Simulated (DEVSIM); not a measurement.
Device: abrupt Si n-p junction, at 300 K.

| layer (left to right) | material | thickness (μm) | Nd (cm⁻³) | Na (cm⁻³) | τn (s) | τp (s) |
|---|---|---|---|---|---|---|
| 1 | Si | 0.320 | 4.2e17 | - | 4.4e-7 | 4.4e-7 |
| 2 | Si | 82.0 | - | 2.6e14 | 4.4e-7 | 4.4e-7 |

Left contact: ohmic. Right contact: ohmic. Voltage is applied to the left contact. Recombination: SRH at mid-gap, radiative. Gap narrowing is on: ΔEg = 6.92 meV × (l + √(l² + 0.5)), l = ln(N/1.3e17 cm⁻³), shared equally by both band edges. Mobility is constant in doping.

This is a model device: material constants are rounded textbook-type values typed into the input, and sizes, dopings and lifetimes were drawn at random. Values at 300 K.

| parameter | Si |
|---|---|
| gap (eV) | 1.124 |
| affinity (eV) | 4.05 |
| permittivity | 11.7 |
| Nc (cm⁻³) | 2.86e19 |
| Nv (cm⁻³) | 3.1e19 |
| μn (cm²/Vs) | 1417 |
| μp (cm²/Vs) | 470 |
| B (cm³/s) | 4.7e-15 |

Simulated with DEVSIM: 1D drift-diffusion, Boltzmann statistics, complete ionisation; no tunnelling, impact ionisation, image-force lowering or self-heating.

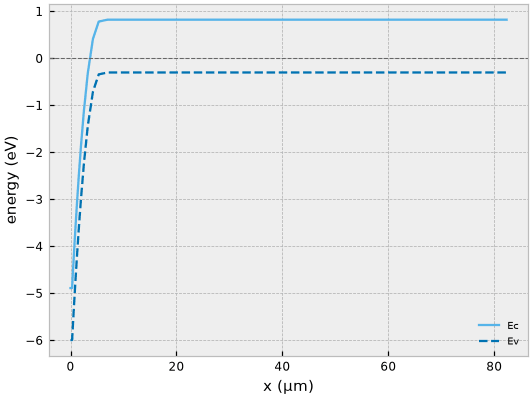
Figure. Band edges at 5.0 V on the left contact

Energies count from the Fermi level of the right contact; mesh points crowd at the junctions.

```json
[
 {"x (μm)": "0.000", "Ec (eV)": "-4.891", "Ev (eV)": "-5.997", "n (cm⁻³)": "4.2e17", "p (cm⁻³)": "550", "field (V/cm)": "≈ 0"},
 {"x (μm)": "0.03032", "Ec (eV)": "-4.891", "Ev (eV)": "-5.997", "n (cm⁻³)": "4.2e17", "p (cm⁻³)": "490", "field (V/cm)": "≈ 0"},
 {"x (μm)": "0.08884", "Ec (eV)": "-4.891", "Ev (eV)": "-5.997", "n (cm⁻³)": "4.2e17", "p (cm⁻³)": "390", "field (V/cm)": "≈ 0"},
 {"x (μm)": "0.2005", "Ec (eV)": "-4.891", "Ev (eV)": "-5.997", "n (cm⁻³)": "4.2e17", "p (cm⁻³)": "200", "field (V/cm)": "≈ 0"},
 {"x (μm)": "0.2922", "Ec (eV)": "-4.891", "Ev (eV)": "-5.997", "n (cm⁻³)": "4.1e17", "p (cm⁻³)": "< 1e2", "field (V/cm)": "660"},
 {"x (μm)": "0.3200", "Ec (eV)": "-4.854", "Ev (eV)": "-5.978", "n (cm⁻³)": "1.0e17", "p (cm⁻³)": "< 1e2", "field (V/cm)": "36000"},
 {"x (μm)": "0.3525", "Ec (eV)": "-4.771", "Ev (eV)": "-5.895", "n (cm⁻³)": "4.1e15", "p (cm⁻³)": "< 1e2", "field (V/cm)": "22000"},
 {"x (μm)": "0.4733", "Ec (eV)": "-4.518", "Ev (eV)": "-5.641", "n (cm⁻³)": "2.2e11", "p (cm⁻³)": "550", "field (V/cm)": "21000"},
 {"x (μm)": "0.6969", "Ec (eV)": "-4.065", "Ev (eV)": "-5.189", "n (cm⁻³)": "180000", "p (cm⁻³)": "28000", "field (V/cm)": "20000"},
 {"x (μm)": "1.240", "Ec (eV)": "-3.050", "Ev (eV)": "-4.174", "n (cm⁻³)": "170000", "p (cm⁻³)": "110000", "field (V/cm)": "18000"},
 {"x (μm)": "2.520", "Ec (eV)": "-1.128", "Ev (eV)": "-2.252", "n (cm⁻³)": "150000", "p (cm⁻³)": "440000", "field (V/cm)": "12000"},
 {"x (μm)": "6.988", "Ec (eV)": "0.821", "Ev (eV)": "-0.302", "n (cm⁻³)": "16000", "p (cm⁻³)": "2.6e14", "field (V/cm)": "≈ 0"},
 {"x (μm)": "16.06", "Ec (eV)": "0.822", "Ev (eV)": "-0.302", "n (cm⁻³)": "110000", "p (cm⁻³)": "2.6e14", "field (V/cm)": "≈ 0"},
 {"x (μm)": "37.43", "Ec (eV)": "0.822", "Ev (eV)": "-0.302", "n (cm⁻³)": "270000", "p (cm⁻³)": "2.6e14", "field (V/cm)": "≈ 0"},
 {"x (μm)": "66.93", "Ec (eV)": "0.822", "Ev (eV)": "-0.302", "n (cm⁻³)": "400000", "p (cm⁻³)": "2.6e14", "field (V/cm)": "≈ 0"},
 {"x (μm)": "75.80", "Ec (eV)": "0.822", "Ev (eV)": "-0.302", "n (cm⁻³)": "430000", "p (cm⁻³)": "2.6e14", "field (V/cm)": "≈ 0"},
 {"x (μm)": "79.57", "Ec (eV)": "0.822", "Ev (eV)": "-0.302", "n (cm⁻³)": "440000", "p (cm⁻³)": "2.6e14", "field (V/cm)": "≈ 0"},
 {"x (μm)": "81.12", "Ec (eV)": "0.822", "Ev (eV)": "-0.302", "n (cm⁻³)": "450000", "p (cm⁻³)": "2.6e14", "field (V/cm)": "≈ 0"},
 {"x (μm)": "81.95", "Ec (eV)": "0.822", "Ev (eV)": "-0.302", "n (cm⁻³)": "450000", "p (cm⁻³)": "2.6e14", "field (V/cm)": "≈ 0"},
 {"x (μm)": "82.18", "Ec (eV)": "0.822", "Ev (eV)": "-0.302", "n (cm⁻³)": "450000", "p (cm⁻³)": "2.6e14", "field (V/cm)": "≈ 0"},
 {"x (μm)": "82.27", "Ec (eV)": "0.822", "Ev (eV)": "-0.302", "n (cm⁻³)": "450000", "p (cm⁻³)": "2.6e14", "field (V/cm)": "≈ 0"},
 {"x (μm)": "82.32", "Ec (eV)": "0.822", "Ev (eV)": "-0.302", "n (cm⁻³)": "450000", "p (cm⁻³)": "2.6e14", "field (V/cm)": "≈ 0"}
]
```
